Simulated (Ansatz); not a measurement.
**B2PLYP/aug-cc-pVDZ run of C2H5F (SMILES CCF)**

Aim: the electronic atomisation energy of C2H5F at B2PLYP/aug-cc-pVDZ, from 4 runs. 

Program for the calculation: Ansatz 0.2.0.

52 further runs of the same task are left out: 52 set aside as unsound or not needed.

## Step 1: The molecule

The species is C2H5F (8 atoms), meant as a singlet with charge 0. SMILES: `CCF`. Geometry: relaxed at PBE0-D4/def2-TZVP.

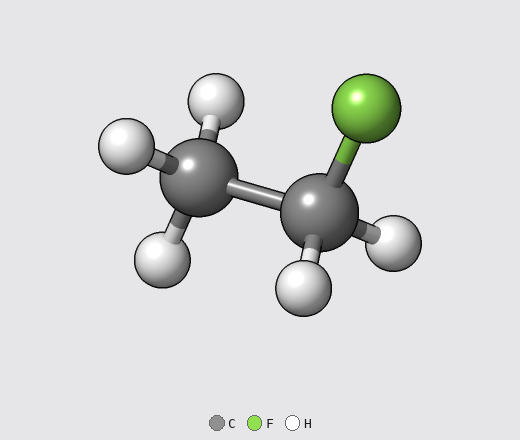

The structure, seen from a chosen angle (carbon grey, fluorine green, hydrogen white).

## Step 2: A single-point energy at B2PLYP/aug-cc-pVDZ

Input file in.yaml:

```yaml
crystal:
  periodic: [false, false, false]
  atoms:
    - {symbol: C, position_ang: [-0.431700, 0.566900, -0.264600]}
    - {symbol: C, position_ang: [0.378400, -0.599100, 0.230500]}
    - {symbol: F, position_ang: [1.663300, -0.186400, 0.546500]}
    - {symbol: H, position_ang: [-1.443900, 0.237400, -0.512600]}
    - {symbol: H, position_ang: [0.018600, 0.998500, -1.160400]}
    - {symbol: H, position_ang: [-0.500300, 1.343000, 0.499800]}
    - {symbol: H, position_ang: [0.464000, -1.381500, -0.529800]}
    - {symbol: H, position_ang: [-0.056300, -1.036000, 1.134800]}
basis:
  gaussian: {orbitals: aug-cc-pVDZ}
hamiltonian: {xc: {name: B2PLYP}}
correlation: {frozen_orbitals: {C: 1, F: 1, H: 0}}
accuracy: high
output: {orbitals: {seedname: orbitals}}
```

Started as:

```bash
$ ansatz run in.yaml --threads 1 --pin off --max-ram 3480MiB --events-out events.jsonl --progress --plain --runs-dir runs
```

Standard output:

```text
Warning: RAYON_NUM_THREADS=1 ignored (pool sized by the plan → 1); use --threads N
Functional definition: B2PLYP
  name "B2PLYP"
  parameter a = 0.53
  parameter c = 0.27
  exchange = (1 - a)*b88_x + a*exact_x
  correlation = (1 - c)*lyp_c + c*(mp2_os + mp2_ss)
2297 factors; integrals over basis functions are off by at most 3.2e-9 eV
mean field evaluation 1: about -4860.6345 eV, gradient 3.9e1 eV
mean field evaluation 2: about -4860.6333 eV, gradient 3.9e1 eV
mean field evaluation 4: about -4864.1421 eV, gradient 1.9e0 eV
mean field evaluation 8: about -4864.1500 eV, gradient 2.6e-2 eV
mean field evaluation 16: about -4864.1500 eV, gradient 1.2e-6 eV
mean field -4864.14995252 eV, -178.7542137160 hartree, gradient 4.5e-8 eV, S^2 0.000000; 0 other end points of the search recorded, 0 dependent functions left out
3 core orbitals not correlated: weight in the atoms' cores, before any rotation towards them, 1.000 or more for the frozen orbitals, at most 0.000 for the correlated occupied ones
reference -4864.14998319 eV, -178.7542148431 hartree; 10, 10 occupied and 101, 101 virtual orbitals, 2297 factors
second order -16.60398312 eV of doubles, -0.00000000 eV of singles
Total energy: -4868.63305864 eV, -178.9189648269 hartree
```

Wall time 9.6 s (1 thread of Intel Xeon Platinum 8375C at 2.90GHz (Ice Lake), shared host); peak memory 0.38 GiB.

## Step 3: The C atom at the same level

Input file job.yaml:

```yaml
crystal:
  periodic: [false, false, false]
  atoms:
    - {symbol: C, position_ang: [0.000000, 0.000000, 0.000000]}
basis:
  gaussian:
    orbitals: aug-cc-pVDZ
magnetization:
  spin_polarized: true
  initial_magnetization: 2
hamiltonian:
  xc: {name: B2PLYP}
correlation:
  frozen_orbitals: {C: 1}
accuracy: high
```

Run the same way, it converges to -37.81843 Eh (log not shown).

## Step 4: The F atom at the same level

Input file molecule.yaml:

```yaml
crystal:
  periodic: [false, false, false]
  atoms:
    - {symbol: F, position_ang: [0.000000, 0.000000, 0.000000]}
basis:
  gaussian:
    orbitals: aug-cc-pVDZ
magnetization:
  spin_polarized: true
  initial_magnetization: 1
correlation:
  frozen_orbitals: {F: 1}
accuracy: high
hamiltonian:
  xc: {name: B2PLYP}
```

Started as:

```bash
$ ansatz run molecule.yaml --threads 1 --pin off --max-ram 3480MiB --events-out events.jsonl --progress --plain --runs-dir runs
```

Standard output:

```text
Warning: RAYON_NUM_THREADS=1 ignored (pool sized by the plan → 1); use --threads N
[... 6 set-up lines as earlier in the session ...]
199 factors; integrals over basis functions are off by at most 2.8e-9 eV
mean field evaluation 1: about -2710.9080 eV, gradient 5.0e0 eV
mean field evaluation 2: about -2710.9082 eV, gradient 5.0e0 eV
mean field evaluation 4: about -2710.9848 eV, gradient 3.5e-1 eV
mean field evaluation 8: about -2710.9853 eV, gradient 1.9e-3 eV
mean field evaluation 16: about -2710.9853 eV, gradient 3.2e-8 eV
mean field -2710.98525678 eV, -99.6268706148 hartree, gradient 3.2e-8 eV, S^2 0.752218; 0 other end points of the search recorded, 0 dependent functions left out
1 core orbitals not correlated: weight in the atoms' cores, before any rotation towards them, 1.000 or more for the frozen orbitals, at most 0.000 for the correlated occupied ones
reference -2710.98527216 eV, -99.6268711801 hartree; 4, 3 occupied and 18, 19 virtual orbitals, 199 factors
second order -4.91486916 eV of doubles, -0.00000000 eV of singles
Total energy: -2712.31228683 eV, -99.6756380698 hartree
```

Wall time 0.34 s (1 thread of Intel Xeon Platinum 8375C at 2.90GHz (Ice Lake), shared host).

## Step 5: The H atom at the same level

Input file run.yaml:

```yaml
crystal:
  periodic: [false, false, false]
  atoms:
    - {symbol: H, position_ang: [0.000000, 0.000000, 0.000000]}
basis:
  gaussian: {orbitals: aug-cc-pVDZ}
magnetization: {spin_polarized: true, initial_magnetization: 1}
hamiltonian: {xc: {name: B2PLYP}}
correlation: {frozen_orbitals: {H: 0}}
accuracy: high
```

Run the same way, it converges to -0.49815 Eh (log not shown).

## Step 6: Results

Level: B2PLYP/aug-cc-pVDZ, 3 core orbitals frozen.

```
                                     quantity          value
                       molecule: total energy  -178.91896 Eh
  molecule: HOMO energy (SCF part's orbitals)      -10.99 eV
  molecule: LUMO energy (SCF part's orbitals)        0.33 eV
molecule: HOMO–LUMO gap (SCF part's orbitals)       11.32 eV
                         C atom: total energy   -37.81843 Eh
                                 C atom: ⟨S²⟩          2.005
                         F atom: total energy   -99.67564 Eh
                                 F atom: ⟨S²⟩          0.752
                         H atom: total energy    -0.49815 Eh
                                 H atom: ⟨S²⟩          0.750
                electronic atomisation energy      30.361 eV
```

In words: Taking the molecule apart into free atoms costs 30.36 eV (700 kcal/mol), before zero-point energy and without spin-orbit coupling.
